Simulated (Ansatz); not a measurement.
# RPA@PBE/STO-3G run of SiHClF (SMILES F[SiH]Cl)

What is the electronic atomisation energy of SiHClF at RPA@PBE/STO-3G? 

The calculation is run with Ansatz 0.2.0.

76 further runs of the same task are left out: 16 that didn't finish, 60 set aside as unsound or not needed.

### 1 The system as given

SiHClF has 4 atoms, charge 0, and is taken as a doublet. As SMILES, `F[SiH]Cl`. Geometry: relaxed at GFN2-xTB.

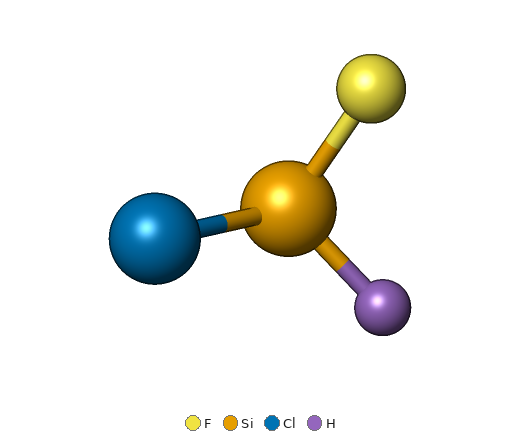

Viewed from a chosen angle; fluorine yellow, silicon amber, chlorine blue, hydrogen purple.

### 2 The energy at RPA@PBE/STO-3G

File molecule.yaml:

```yaml
crystal:
  periodic: [false, false, false]
  atoms:
    - symbol: F
      position_ang: [-0.992950, -0.342310, 1.062500]
    - symbol: Si
      position_ang: [-0.204890, -0.223210, -0.347440]
    - symbol: Cl
      position_ang: [1.732630, -0.546640, 0.075470]
    - symbol: H
      position_ang: [-0.534790, 1.112160, -0.790530]
basis:
  gaussian:
    orbitals: STO-3G
accuracy: high
magnetization:
  spin_polarized: true
  initial_magnetization: 1
correlation:
  method: rpa
  frozen_orbitals: {Cl: 5, F: 1, H: 0, Si: 5}
hamiltonian:
  xc: pbe
```

On the command line:

```console
$ ansatz run molecule.yaml --threads 1 --pin off --max-ram 2610MiB --events-out events.jsonl --progress --plain --runs-dir runs
```

What it wrote:

```text
Warning: RAYON_NUM_THREADS=1 ignored (pool sized by the plan → 1); use --threads N
Functional definition: PBE
  name "PBE"
  parameter kappa = 0.804
  parameter beta = 0.06672455060314922
  exchange = pbe_x(kappa = kappa, mu = beta*pi^2/3)
  correlation = pbe_c(beta = beta)
435 factors; integrals over basis functions are off by at most 2.6e-8 eV
mean field evaluation 1: about -22852.0554 eV, gradient 1.4e1 eV
mean field evaluation 2: about -22852.0372 eV, gradient 1.4e1 eV
mean field evaluation 4: about -22853.2822 eV, gradient 6.4e0 eV
mean field evaluation 8: about -22853.6629 eV, gradient 4.3e-2 eV
mean field evaluation 16: about -22853.6629 eV, gradient 3.4e-7 eV
mean field -22853.66289547 eV, -839.8566206394 hartree, gradient 4.3e-9 eV, S^2 0.750521; 0 other end points of the search recorded, 0 dependent functions left out
11 core orbitals not correlated: weight in the atoms' cores, before any rotation towards them, 0.999 or more for the frozen orbitals, at most 0.000 for the correlated occupied ones
reference -22824.55407036 eV, -838.7868910475 hartree; 10, 9 occupied and 3, 4 virtual orbitals, 435 factors
Total energy: -22828.38139024 eV, -838.9275424587 hartree
```

It took 2.5 s on 1 thread of Arm Neoverse V1, shared host; peak memory 0.14 GiB.

### 3 The Cl atom, same level

File job.yaml:

```yaml
crystal:
  periodic: [false, false, false]
  atoms:
    - symbol: Cl
      position_ang: [0.000000, 0.000000, 0.000000]
basis:
  gaussian: {orbitals: STO-3G}
magnetization: {spin_polarized: true, initial_magnetization: 1}
hamiltonian: {xc: pbe}
correlation: {method: rpa, frozen_orbitals: {Cl: 5}}
accuracy: high
```

On the command line:

```console
$ ansatz run job.yaml --threads 1 --pin off --max-ram 2610MiB --events-out events.jsonl --progress --plain --runs-dir runs
```

What it wrote:

```text
Warning: RAYON_NUM_THREADS=1 ignored (pool sized by the plan → 1); use --threads N
[... 6 set-up lines as earlier in the session ...]
42 factors; integrals over basis functions are off by at most 4.6e-9 eV
mean field evaluation 1: about -12378.8239 eV, gradient 2.9e-2 eV
mean field evaluation 2: about -12378.8248 eV, gradient 3.0e-2 eV
mean field evaluation 4: about -12378.8248 eV, gradient 5.3e-10 eV
mean field evaluation 8: about -12378.8251 eV, gradient 3.3e-2 eV
mean field evaluation 16: about -12378.8248 eV, gradient 6.6e-7 eV
mean field -12378.82480889 eV, -454.9134210578 hartree, gradient 1.8e-12 eV, S^2 0.750000; 2 other end points of the search recorded, 0 dependent functions left out
5 core orbitals not correlated: weight in the atoms' cores, before any rotation towards them, 1.000 or more for the frozen orbitals, at most 0.000 for the correlated occupied ones
reference -12368.71697847 eV, -454.5419651415 hartree; 4, 3 occupied and 0, 1 virtual orbitals, 42 factors
Total energy: -12369.52467271 eV, -454.5716473571 hartree
```

Wall time 0.6 s (1 thread of Arm Neoverse V1, shared host).

### 4 The F atom

File input.yaml:

```yaml
basis:
  gaussian:
    orbitals: STO-3G
crystal:
  periodic: [false, false, false]
  atoms:
    - {symbol: F, position_ang: [0.000000, 0.000000, 0.000000]}
magnetization:
  spin_polarized: true
  initial_magnetization: 1
hamiltonian:
  xc: {name: PBE}
correlation:
  method: rpa
  frozen_orbitals: {F: 1}
accuracy: high
```

Run the same way, it converges to -98.01752 Eh (log not shown).

### 5 The H atom at the same level

File input.yaml:

```yaml
crystal:
  periodic: [false, false, false]
  atoms:
    - symbol: H
      position_ang: [0.000000, 0.000000, 0.000000]
basis:
  gaussian: {orbitals: STO-3G}
magnetization: {spin_polarized: true, initial_magnetization: 1}
hamiltonian: {xc: pbe}
correlation: {method: rpa, frozen_orbitals: {H: 0}}
accuracy: high
```

Run the same way, it converges to -0.46658 Eh (log not shown).

### 6 The Si atom

File in.yaml:

```yaml
crystal:
  periodic: [false, false, false]
  atoms:
    - {symbol: Si, position_ang: [0.000000, 0.000000, 0.000000]}
basis:
  gaussian:
    orbitals: STO-3G
magnetization:
  spin_polarized: true
  initial_magnetization: 2
accuracy: high
correlation:
  method: rpa
  frozen_orbitals: {Si: 5}
hamiltonian:
  xc: {name: PBE}
```

Run the same way, it converges to -285.51519 Eh (log not shown).

### 7 Results

At RPA@PBE/STO-3G, 11 core orbitals frozen:

| quantity | value |
| --- | --- |
| molecule: total energy | -838.92754 Eh |
| molecule: RPA correlation energy (valence) | -140.7 mEh |
| molecule: ⟨S²⟩ of the reference determinant | 0.751 |
| Cl atom: total energy | -454.57165 Eh |
| Cl atom: RPA correlation energy (valence) | -29.7 mEh |
| Cl atom: ⟨S²⟩ of the reference determinant | 0.750 |
| F atom: total energy | -98.01752 Eh |
| F atom: RPA correlation energy (valence) | -31.0 mEh |
| F atom: ⟨S²⟩ of the reference determinant | 0.750 |
| H atom: total energy | -0.46658 Eh |
| H atom: RPA correlation energy | 0.0 mEh |
| H atom: ⟨S²⟩ of the reference determinant | 0.750 |
| Si atom: total energy | -285.51519 Eh |
| Si atom: RPA correlation energy (valence) | -51.1 mEh |
| Si atom: ⟨S²⟩ of the reference determinant | 2.000 |
| electronic atomisation energy | 9.704 eV |

In words: Taking the molecule apart into free atoms costs 9.70 eV (936 kJ/mol), before zero-point energy and without spin-orbit coupling. In a minimal basis such a difference can be off by several eV, whatever the method.
